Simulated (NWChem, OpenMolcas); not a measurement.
# InHF2 (SMILES [F][InH][F]): methods side by side

The species is InHF2 (4 atoms), meant as a singlet with charge 0. As SMILES, `[F][InH][F]`. The coordinates come from a PBE0-D4/def2-TZVP relaxation.

```xyz
4

F    -1.6943   -0.6688    0.2417
In    0.0438    0.1138   -0.0884
F     1.3408   -1.0047    0.8112
H     0.3654    1.4994   -0.9848
```

Quantity: the energy change with the In2–H4 bond stretched from 1.681 to 2.522 Å, in eV. The values are calculated.

```csv
level,kind,program,value (eV),CPU time (all runs)
HF/def2-TZVP (core potential) (restricted),Hartree–Fock,NWChem,2.10,62 s
BLYP/def2-TZVP (core potential) (restricted),GGA,OpenMolcas,1.59,99 s
PBE/def2-TZVP (core potential) (restricted),GGA,OpenMolcas,1.66,95 s
M06-L/def2-TZVP (core potential) (restricted),meta-GGA,OpenMolcas,1.73,1.9 min
TPSS/def2-TZVP (core potential) (restricted),meta-GGA,OpenMolcas,1.75,1.9 min
r2SCAN/def2-TZVP (core potential) (restricted),meta-GGA,OpenMolcas,1.83,1.7 min
B3LYP/def2-TZVP (core potential) (restricted),global hybrid,OpenMolcas,1.80,90 s
MP2/def2-TZVP (core potential) (restricted),perturbation theory,OpenMolcas,2.10,42 s
```

The first shape isn't each level's own minimum. The values span 1.59 to 2.10 eV. In the correlated wave-function rows the outer d shell of In is correlated, in sets not made for it. Times are those of the runs behind each value, whatever else they computed, on shared processors of several kinds: orders of magnitude only.

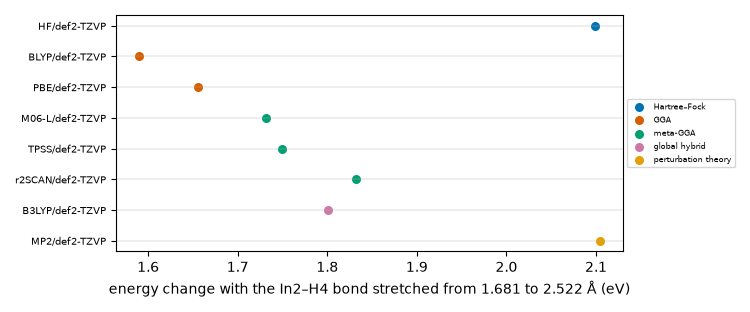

The values of the table, level by level.
